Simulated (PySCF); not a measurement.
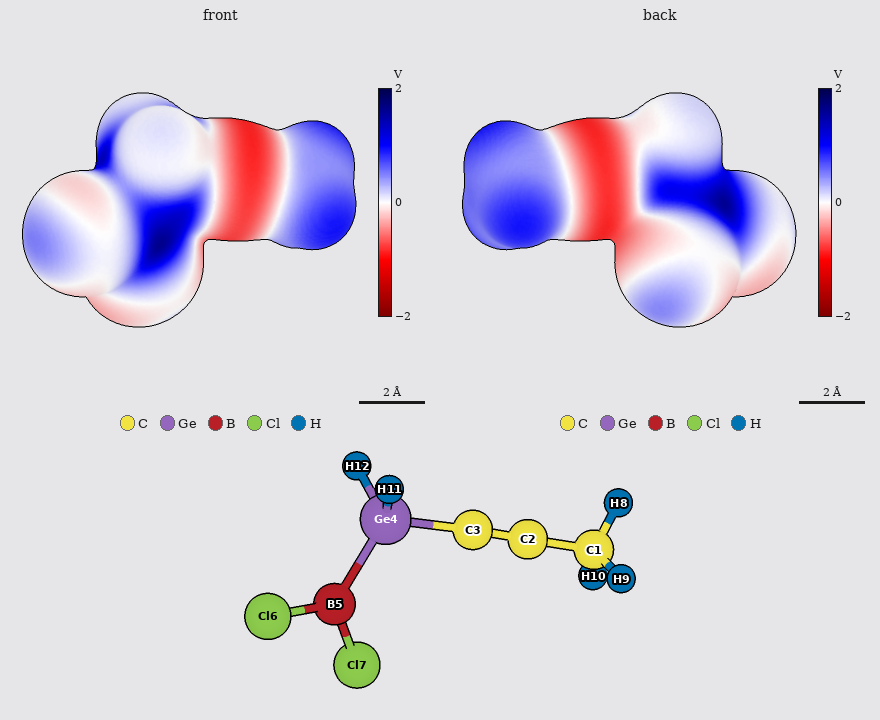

The picture shows: C$_{3}$H$_{5}$BCl$_{2}$Ge. The molecular electrostatic potential painted on the density surface at 0.002 e/bohr³, seen from the front and from behind; red is negative and blue positive. The bare structure is drawn below in the same view.

Geometry: GFN2-xTB.

Level of theory: PySCF 2.14.0, CAM-B3LYP/def2-SVPD, SCF density, gas phase.

Input file:

```
{"job": {"kind": "uv", "xc": "CAM-B3LYP", "basis": "def2-SVPD", "nstates": 8, "ntriplets": 3}, "charge": 0, "multiplicity": 1}
C     -2.786485     0.539551     0.375762
C     -1.448254     0.021889     0.198802
C     -0.336108    -0.421554     0.051643
Ge     1.436655    -1.040522    -0.183090
B      2.753264     0.490105    -0.379209
Cl     4.407335     0.279277    -0.007566
Cl     2.229624     2.018547    -0.931868
H     -3.512310    -0.268725     0.293513
H     -2.879440     1.000679     1.358486
H     -2.999371     1.287119    -0.387739
H      1.739301    -1.958534     0.962749
H      1.396988    -1.948518    -1.377511
```

Run with:

```sh
OMP_NUM_THREADS=1 python probes_run.py task.json out
```

Question: Where is the surface potential most negative and most positive?

Answer: The most negative region (about −0.9 V) lies over C2 and C3, the most positive (about +1.5 V) over B5. Cl6 shows a σ-hole: about +0.5 V at the tip opposite its bond, against about 0.0 V on its flanks. Cl7 shows a σ-hole: about +0.5 V at the tip opposite its bond, against about −0.2 V on its flanks.

Question: How polar is the molecule by this calculation?

Answer: Its dipole moment is 1.09 D.
